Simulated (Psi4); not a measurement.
# HF/3-21G run of [PF4]+ (SMILES F[P+](F)(F)F)

Aim: the vertical ionisation energy of [PF4]+ at HF/3-21G, from 2 runs. Input form: a Python script.

The calculation is run with Psi4 1.11.

5 further runs of the same task are left out: 2 that didn't finish, 3 set aside as unsound or not needed.

## (1) The structure to begin with

[PF4]+: 5 atoms, total charge +1, spin state singlet. As SMILES, `F[P+](F)(F)F`. The shape is that of a GFN2-xTB optimisation.

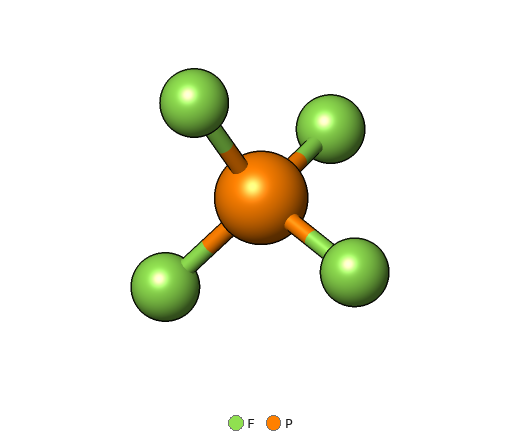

The structure, seen from a chosen angle (fluorine green, phosphorus orange).

## (2) Energy and forces at HF/3-21G

File run.py:

```python
import psi4

psi4.set_memory('1600 MB')
psi4.set_num_threads(1)
psi4.set_output_file('f4p.out', False)

m = psi4.geometry("""
1 1
F      0.130310    -0.766260     1.287560
P      0.000010    -0.000010    -0.000010
F     -0.966190     1.137020     0.188590
F     -0.508490    -0.915820    -1.079160
F      1.344360     0.545070    -0.396980
symmetry c1
""")

psi4.set_options({
    'basis': '3-21G',
    'puream': True,
    'e_convergence': 1e-09,
    'd_convergence': 1e-08,
    'scf_type': 'pk',
})

E, wfn = psi4.gradient('hf', return_wfn=True)
psi4.oeprop(wfn, 'QUADRUPOLE', 'LOWDIN_CHARGES', 'WIBERG_LOWDIN_INDICES', title='HF')
print('gradient / Eh bohr^-1')
print(E.np.round(6))
print(f'energy = {wfn.energy():.10f} Eh')
for k, v in sorted(psi4.core.scalar_variables().items()):
    print(f'{k:45s} {v:18.10f}')
```

Launch:

```console
python run.py
```

f4p.out, shortened:

```text
[...]
  Running in c1 symmetry.
[...]
  Nuclear repulsion =  294.716807322859552
[...]
  Multiplicity = 1
[...]
  Nalpha       = 25
  Nbeta        = 25
[...]
    Number of basis functions: 49
[...]
   @RHF iter   1:  -734.15046959541189    3.72940e-01   9.97600e-03 DIIS/ADIIS
[...]
   @RHF iter  10:  -734.29472207726508   -3.41061e-13   8.77738e-10 DIIS
[...]
    Orbital Energies [Eh]
    ---------------------
    Doubly Occupied:
       1A    -80.088307     2A    -26.573006     3A    -26.572030
       4A    -26.572023     5A    -26.572019     6A     -8.127698
       7A     -6.015887     8A     -6.015887     9A     -6.015886
      10A     -2.083841    11A     -2.002330    12A     -2.002309
      13A     -2.002298    14A     -1.256859    15A     -1.135942
      16A     -1.135931    17A     -1.135923    18A     -1.042582
      19A     -1.042557    20A     -1.010870    21A     -1.010861
      22A     -1.010858    23A     -1.004373    24A     -1.004367
      25A     -1.004364
[...]
  @RHF Final Energy:  -734.29472207726508
   => Energetics <=
    Nuclear Repulsion Energy =            294.7168073228595517
    One-Electron Energy =               -1591.1450498591345877
    Two-Electron Energy =                 562.1335204590100147
    Total Energy =                       -734.2947220772650780
[...]
  -Total Gradient:
     Atom            X                  Y                   Z
    ------   -----------------  -----------------  -----------------
       1       -0.004634799910     0.027347845008    -0.045963020946
       2       -0.000020577733    -0.000033352412    -0.000033949187
       3        0.034482146024    -0.040592240906    -0.006752055121
       4        0.018144411583     0.032727907132     0.038562066633
       5       -0.047971179964    -0.019450158823     0.014186958622
[...]
 Multipole Moments:
 ------------------------------------------------------------------------------------
     Multipole            Electronic (a.u.)      Nuclear  (a.u.)        Total (a.u.)
 ------------------------------------------------------------------------------------
 L = 1.  Multiply by 2.5417464519 to convert [e a0] to [Debye]
 Dipole X            :          0.0000633            0.0000055            0.0000688
 Dipole Y            :         -0.0000496           -0.0000055           -0.0000551
 Dipole Z            :         -0.0000495           -0.0000055           -0.0000550
 Magnitude           :                                                    0.0001039
 L = 2.  Multiply by 1.3450342976 to convert [e a0^2] to [Debye ang]
 Quadrupole XX       :       -118.8514437           96.9448658          -21.9065779
 Quadrupole XY       :         -0.0008733            0.0008653           -0.0000081
[...]
```

The script printed:

```text
gradient / Eh bohr^-1
[[-4.6350e-03  2.7348e-02 -4.5963e-02]
 [-2.1000e-05 -3.3000e-05 -3.4000e-05]
 [ 3.4482e-02 -4.0592e-02 -6.7520e-03]
 [ 1.8144e-02  3.2728e-02  3.8562e-02]
 [-4.7971e-02 -1.9450e-02  1.4187e-02]]
energy = -734.2947220773 Eh
CURRENT ENERGY                                   -734.2947220773
CURRENT REFERENCE ENERGY                         -734.2947220773
DD SOLVATION ENERGY                                 0.0000000000
HF KINETIC ENERGY                                 732.2694789402
HF POTENTIAL ENERGY                             -1466.5642010175
HF TOTAL ENERGY                                  -734.2947220773
HF VIRIAL RATIO                                     2.0027657074
NUCLEAR REPULSION ENERGY                          294.7168073229
ONE-ELECTRON ENERGY                             -1591.1450498591
PCM POLARIZATION ENERGY                             0.0000000000
PE ENERGY                                           0.0000000000
SCF ITERATION ENERGY                             -734.2947220773
SCF ITERATIONS                                     10.0000000000
SCF TOTAL ENERGY                                 -734.2947220773
TWO-ELECTRON ENERGY                               562.1335204590
```

Wall time 2.9 s (1 thread of Intel Xeon Platinum 8259CL at 2.50GHz (Skylake/Cascade Lake), shared host); peak memory 0.19 GiB.

## (3) Doublet [PF4]2+: a single-point energy at UHF/3-21G

File run.py:

```python
import psi4

psi4.set_memory('1600 MB')
psi4.set_num_threads(1)
psi4.core.set_output_file('output.dat', False)

mol = psi4.geometry("""
2 2
F      0.130310    -0.766260     1.287560
P      0.000010    -0.000010    -0.000010
F     -0.966190     1.137020     0.188590
F     -0.508490    -0.915820    -1.079160
F      1.344360     0.545070    -0.396980
units angstrom
symmetry c1
""")

psi4.set_options({
    'basis': '3-21G',
    'reference': 'uhf',
    'puream': True,
    'e_convergence': 1e-09,
    'd_convergence': 1e-08,
    'scf_type': 'pk',
    'maxiter': 200,
})

E, wfn = psi4.energy("scf", return_wfn=True)
psi4.oeprop(wfn, "DIPOLE", "QUADRUPOLE", "WIBERG_LOWDIN_INDICES", title="SCF")
print('E =', round(E, 9))
```

Launch:

```console
python run.py
```

output.dat, shortened:

```text
[...]
  Running in c1 symmetry.
[...]
  Nuclear repulsion =  294.716807322859552
[...]
  Multiplicity = 2
[...]
  Nalpha       = 25
  Nbeta        = 24
[...]
    Number of basis functions: 49
[...]
   @UHF iter   1:  -733.16343475837709    1.35998e+00   9.81508e-03 ADIIS/DIIS
[...]
   @UHF iter 141:  -733.31900912042158    2.47837e-11   9.75643e-09 DIIS
[...]
   @S^2 Observed:                7.771091652E-01
[...]
    Orbital Energies [Eh]
    ---------------------
    Alpha Occupied:
       1A    -80.418608     2A    -26.951796     3A    -26.950825
       4A    -26.950807     5A    -26.950795     6A     -8.457436
       7A     -6.345777     8A     -6.345452     9A     -6.345447
      10A     -2.436472    11A     -2.360223    12A     -2.360189
      13A     -2.360113    14A     -1.587041    15A     -1.481083
      16A     -1.481044    17A     -1.469896    18A     -1.415883
      19A     -1.384828    20A     -1.381701    21A     -1.367367
      22A     -1.367293    23A     -1.350272    24A     -1.350247
      25A     -1.349424
    Alpha Virtual:
[...]
  @UHF Final Energy:  -733.31900912042158
   => Energetics <=
    Nuclear Repulsion Energy =            294.7168073228595517
    One-Electron Energy =               -1574.0073674533919075
    Two-Electron Energy =                 545.9715510101108293
    Total Energy =                       -733.3190091204215832
  UHF NO Occupations:
  HONO-2 :   23  A 1.9938816
  HONO-1 :   24  A 1.9938612
[...]
 Multipole Moments:
 ------------------------------------------------------------------------------------
     Multipole            Electronic (a.u.)      Nuclear  (a.u.)        Total (a.u.)
 ------------------------------------------------------------------------------------
 L = 1.  Multiply by 2.5417464519 to convert [e a0] to [Debye]
 Dipole X            :          0.0000935            0.0000055            0.0000989
 Dipole Y            :         -0.0001066           -0.0000055           -0.0001121
 Dipole Z            :         -0.0001064           -0.0000055           -0.0001118
 Magnitude           :                                                    0.0001867
 L = 2.  Multiply by 1.3450342976 to convert [e a0^2] to [Debye ang]
 Quadrupole XX       :       -115.2959417           96.9448658          -18.3510759
 Quadrupole XY       :          0.0171676            0.0008653            0.0180329
[...]
```

On the terminal:

```text
E = -733.31900912
```

Run time: 4.5 s. Hardware: 1 thread of Intel Xeon Platinum 8259CL at 2.50GHz (Skylake/Cascade Lake), shared host; peak memory 0.19 GiB.

## (4) Outcome

At HF/3-21G:

```
                                            quantity          value
                        singlet [PF4]+: total energy  -734.29472 Eh
                         singlet [PF4]+: HOMO energy      -27.33 eV
                         singlet [PF4]+: LUMO energy       -3.64 eV
                       singlet [PF4]+: HOMO–LUMO gap       23.69 eV
            singlet [PF4]+: largest force on an atom     2.763 eV/Å
                       doublet [PF4]2+: total energy  -733.31901 Eh
 doublet [PF4]2+: HOMO energy (highest over α and β)      -32.72 eV
  doublet [PF4]2+: LUMO energy (lowest over α and β)      -25.76 eV
                               doublet [PF4]2+: ⟨S²⟩          0.777
vertical ionisation energy (to the doublet dication)      26.551 eV
```

Removing an electron at fixed nuclei costs 26.55 eV (2562 kJ/mol). The largest force (singlet [PF4]+) is 2.76 eV/Å: the shape isn't a stationary point for this species at this level. −ε(HOMO) before ionisation, 27.33 eV, is 0.78 eV above this ionisation energy.
